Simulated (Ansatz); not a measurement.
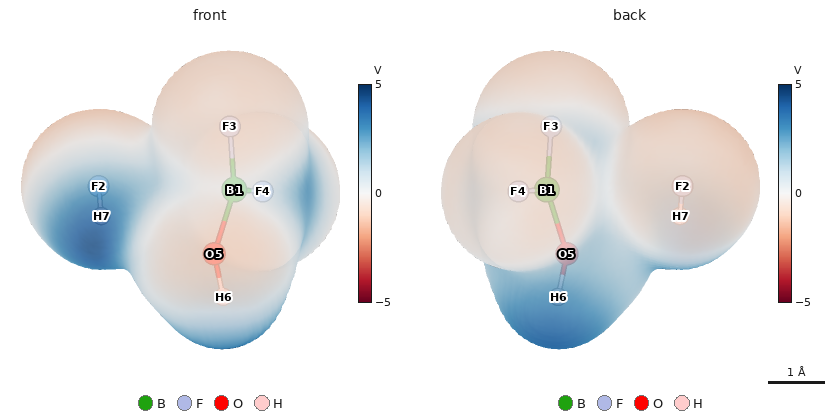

The picture shows: BF$_{2}$HO···HF. The molecular electrostatic potential painted on the density surface at 0.004 e/bohr³, seen from the front and from behind; the colour scale runs from red (negative) to blue (positive).

Not at a stationary point (largest force 0.9 eV/Å).

These are results of Ansatz, RKS B3LYP/def2-SVP, not measurements.

```
atom    x (Å)    y (Å)    z (Å)
   B   0.0408  -0.4570  -0.4196
   F  -0.1266   0.0496   2.0443
   F   1.1422   0.2552  -0.5330
   F  -1.1138   0.0430  -0.8332
   O   0.1373  -1.7586   0.0338
   H  -0.7204  -2.2042   0.0138
   H   0.2822  -0.7816   2.0086
```

Q: Where is the surface potential most negative and most positive?

A: The most negative region (about −1.1 V) lies over F2 and O5, the most positive (about +4.1 V) over H7.
